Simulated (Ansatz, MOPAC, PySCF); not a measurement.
C2H4 (SMILES C=C) and HBr (SMILES Br) are pulled apart as rigid monomers along the line of their centres of mass, from the B3LYP-D3(BJ)/def2-TZVP minimum. Starting geometry (charge 0, multiplicity 1):
```xyz
8

C     -0.14506    -0.59117     0.32365
C      0.13864     0.68866     0.11543
H      0.63023    -1.34673     0.36180
H     -1.16365    -0.93312     0.46150
H     -0.63672     1.44399     0.07450
H      1.15687     1.03045    -0.02518
Br     0.32594     0.59149     3.95814
H      0.20105     0.38468     2.54206
```

Interaction energies with rigid monomers; basis-set methods are counterpoise corrected unless marked otherwise.

Rows in 3-21G carry no dispersion term and start afresh at each structure; the Pople sets are all-electron and without relativity. The state that PM3 reach isn't checked.

Run with Ansatz (Gaussian basis) for Hartree–Fock, density functionals and correlated methods; MOPAC for PM3 (differences of heats of formation); PySCF for 3-21G rows, the dispersion terms. Each number belongs to the level named beside it.

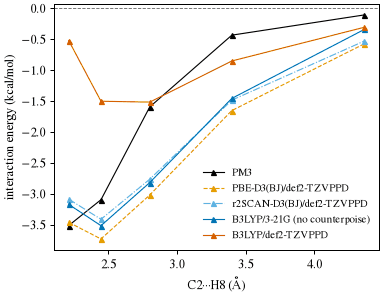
Interaction energy against separation

Question: Which level binds most strongly at C2···H8 = 2.45, and by how much?

Answer: PBE-D3(BJ)/def2-TZVPPD, -3.7 kcal/mol.

Ansatz is a quantum-chemistry and plane-wave program.
